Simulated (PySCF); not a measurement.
C$_{4}$H$_{10}$OSi$_{3}$

Input

```
{"job": {"kind": "nmr", "xc": "PBE0", "basis": "pcSseg-1"}, "charge": 0, "multiplicity": 1}
C     -1.992782     1.928498     0.321468
Si    -1.070591     1.014640    -1.072653
C     -1.271443    -0.877792    -0.930240
C     -0.026100    -1.329499    -0.693057
C      0.365661    -2.689261    -0.410784
O      1.381525    -2.985078     0.179562
Si     1.119936     0.205832    -0.628013
Si     2.336051     0.366286     1.334250
H     -1.795498     2.995069     0.280877
H     -1.683791     1.571851     1.299413
H     -3.067523     1.792233     0.244216
H     -1.618995     1.507695    -2.350672
H     -2.142941    -1.518901    -0.961425
H     -0.326575    -3.478957    -0.776188
H      1.970807     0.162815    -1.837984
H      2.811593     1.749947     1.481501
H      3.510747    -0.499204     1.401394
H      1.491158     0.090143     2.500014
```

Run with:

```sh
OMP_NUM_THREADS=1 python probes_run.py task.json out
```

Geometry: GFN2-xTB.

The calculation used PBE0/pcSseg-1, SCF density, gas phase, non-relativistic (PySCF).

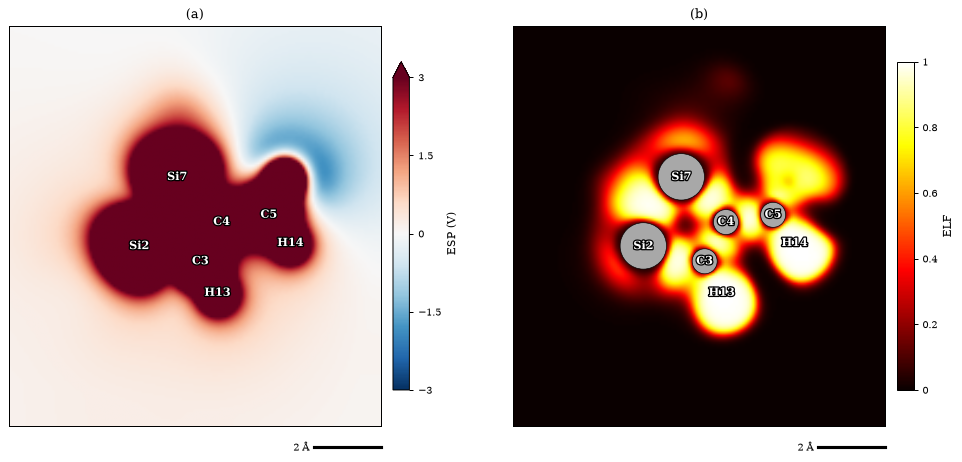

Figure 1. (a) electrostatic potential; (b) ELF on the plane of atoms Si2, Si7 and C4. Grey discs cover the atomic cores in the ELF map.

Read the bonding off the picture.

The plane passes through Si, C and H nuclei.
C–C (1.35 Å): the ELF peaks at about 0.90 between the atoms: a covalent bond.
C–Si (1.91 Å): the ELF peaks at about 0.95 between the atoms, as expected for a shared electron pair.
C–H (1.08 Å): the ELF climbs to about 1 towards the hydrogen, as it does in any bond to H; an ordinary covalent bond to hydrogen.
C–C (1.44 Å): the ELF peaks at about 0.95 between the atoms: a covalent bond.
Si–Si (2.38 Å): the ELF peaks at about 0.95 between the atoms: a shared electron pair.
The ELF also peaks beside O6, away from the bonds: lone-pair regions.
Outside the dense part of the molecule the potential is most negative (−1.8 V) near O6, which lies off the plane.

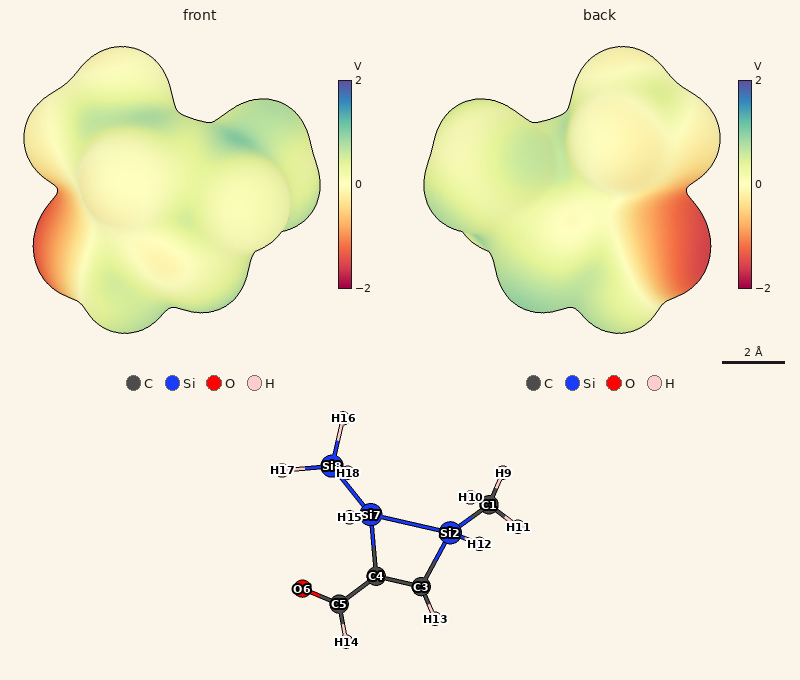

Figure 2. The electrostatic potential painted on the density surface at 0.001 e/bohr³, seen from the front and from behind; red is negative and blue positive. The bare structure is drawn below in the same view.

Describe the electrostatic potential map.

The most negative region (about −1.5 V) lies over O6, the most positive (about +0.9 V) over Si2 and H13. O6 is the likeliest acceptor of a hydrogen bond.

How polar is the molecule by this calculation?

Its dipole moment is 3.16 D.
